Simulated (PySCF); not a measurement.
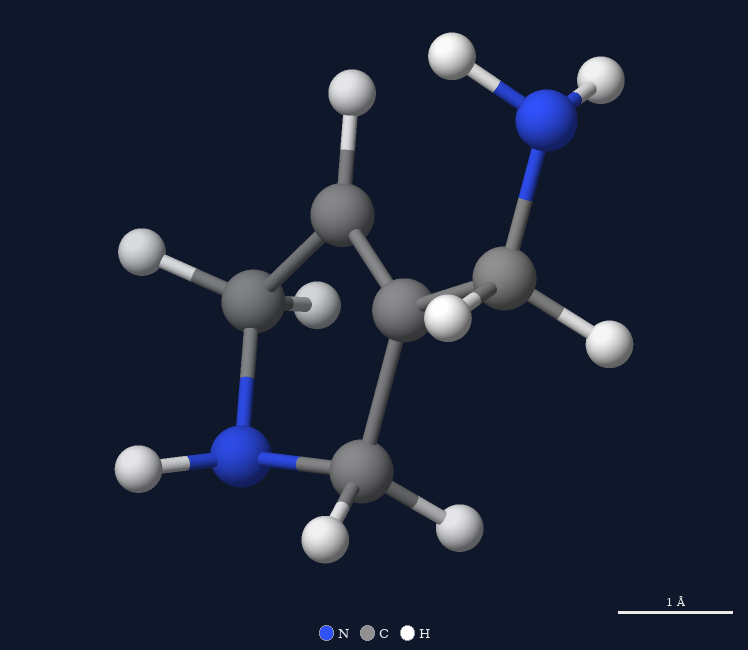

Ball-and-stick drawing of a structure.

The computed structure is the end point of a GFN2-xTB optimisation. No frequency run is at hand to confirm it as a minimum.

What is the molecular formula?

Answer. C₅H₁₀N₂, 17 atoms: 5 carbon, 10 hydrogen and 2 nitrogen.

Name some functional groups or characteristic bonds that it holds.

Answer. Among them: primary amine, secondary amine, alkene.

Which point group does it belong to?

Answer. C1.

The parts below concern this one geometry. Atoms keep their numbers from picture to picture.

### Shape

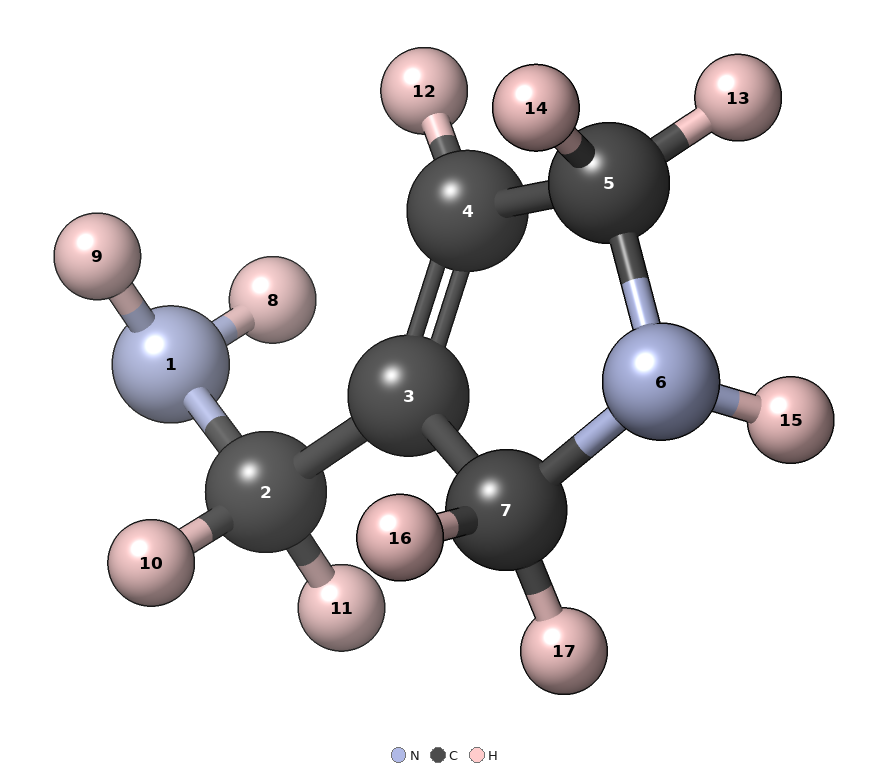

The atoms are numbered. No frequency run is at hand to confirm it as a minimum.

Which atoms are bonded, and how long are the bonds? Leave out bonds to hydrogen.

```json
{"bond": "N1–C2", "length (Å)": "1.452", "order": "single"}
{"bond": "C2–C3", "length (Å)": "1.499", "order": "single"}
{"bond": "C3–C4", "length (Å)": "1.325", "order": "double"}
{"bond": "C3–C7", "length (Å)": "1.514", "order": "single"}
{"bond": "C4–C5", "length (Å)": "1.506", "order": "single"}
{"bond": "C5–N6", "length (Å)": "1.466", "order": "single"}
{"bond": "N6–C7", "length (Å)": "1.464", "order": "single"}
```

### Electronic properties

No frequency run is at hand to confirm it as a minimum. Method: PBE0/def2-SVPD, gas phase (PySCF 2.14.0). Excitations: vertical, linear response.

Computed properties:

- dipole moment: 1.09 D
- HOMO energy (Kohn–Sham orbital): −6.46 eV
- LUMO energy (Kohn–Sham orbital): 0.52 eV
- HOMO–LUMO gap: 6.98 eV
- mean static polarisability: 73.9 bohr³
- lowest vertical singlet excitation: 5.65 eV
- its oscillator strength: 0.006

### Charges

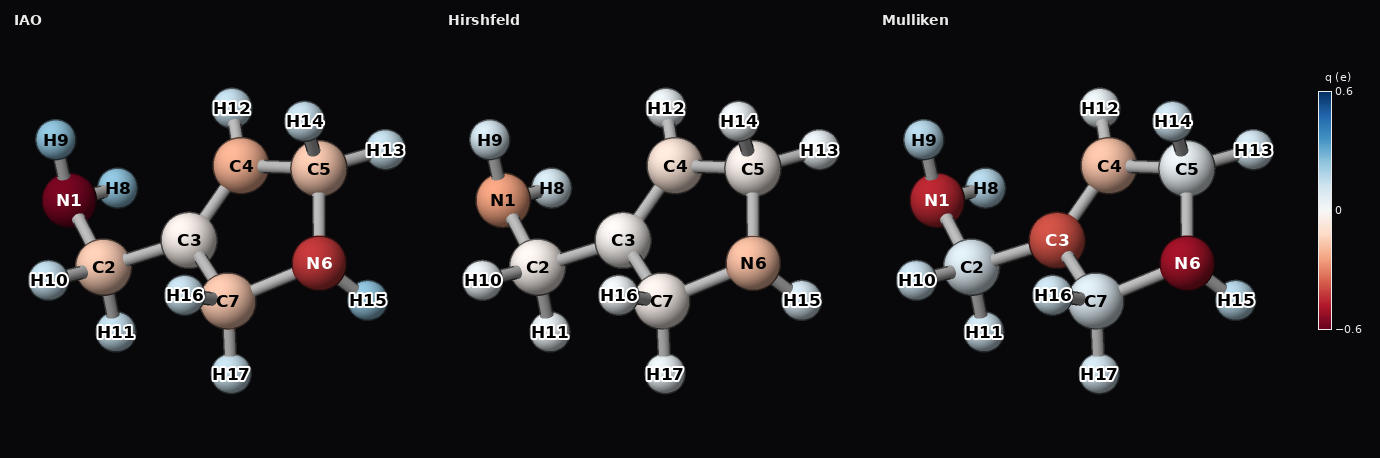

Atomic charges of one calculation by 3 schemes, on one colour scale. No frequency run is at hand to confirm it as a minimum. Computed with PBE0/pcSseg-1 (PySCF 2.14.0).

On which atom do the schemes disagree most?

Answer. On C3 (from −0.38 to −0.01 e).

List the charges (e), one line for each set of equivalent atoms.

| atom | IAO | Hirshfeld | Mulliken |
| --- | --- | --- | --- |
| N1 | −0.57 | −0.24 | −0.45 |
| C2 | −0.15 | −0.03 | 0.08 |
| C3 | −0.03 | −0.01 | −0.38 |
| C4 | −0.21 | −0.08 | −0.17 |
| C5 | −0.16 | −0.03 | 0.04 |
| N6 | −0.42 | −0.18 | −0.50 |
| C7 | −0.16 | −0.03 | 0.08 |
| H8 | 0.24 | 0.11 | 0.17 |
| H9 | 0.24 | 0.11 | 0.17 |
| H10 | 0.15 | 0.05 | 0.13 |
| H11 | 0.15 | 0.04 | 0.13 |
| H12 | 0.14 | 0.04 | 0.05 |
| H13 | 0.14 | 0.04 | 0.12 |
| H14 | 0.14 | 0.03 | 0.13 |
| H15 | 0.24 | 0.10 | 0.17 |
| H16 | 0.14 | 0.03 | 0.13 |
| H17 | 0.14 | 0.04 | 0.11 |

### NMR shielding

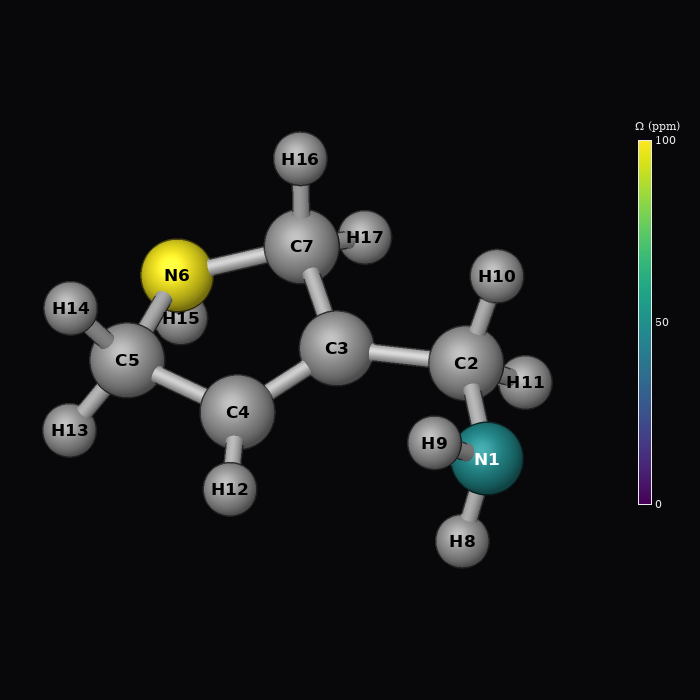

The N atoms are coloured by the span of their shielding tensor. No frequency run is at hand to confirm it as a minimum. Level of theory: GIAO PBE0/pcSseg-1 NMR shielding, non-relativistic, gas phase (PySCF 2.14.0). Principal shieldings σ11 ≤ σ22 ≤ σ33, span Ω = σ33 − σ11, skew κ = 3(σiso − σ22)/Ω.

Which N atom has the most anisotropic shielding?

Answer. N6, with a span of 98 ppm.

Give the shielding tensors of the N atoms.

| atom | σ11 | σ22 | σ33 | σiso | Ω | κ |
| --- | --- | --- | --- | --- | --- | --- |
| N1 | 204.0 | 243.2 | 251.8 | 233.0 | 47.8 | −0.64 |
| N6 | 163.5 | 233.4 | 261.9 | 219.6 | 98.3 | −0.42 |

Shieldings and span in ppm.

Mulliken values depend strongly on the basis set and can even reverse the polarity of a bond.
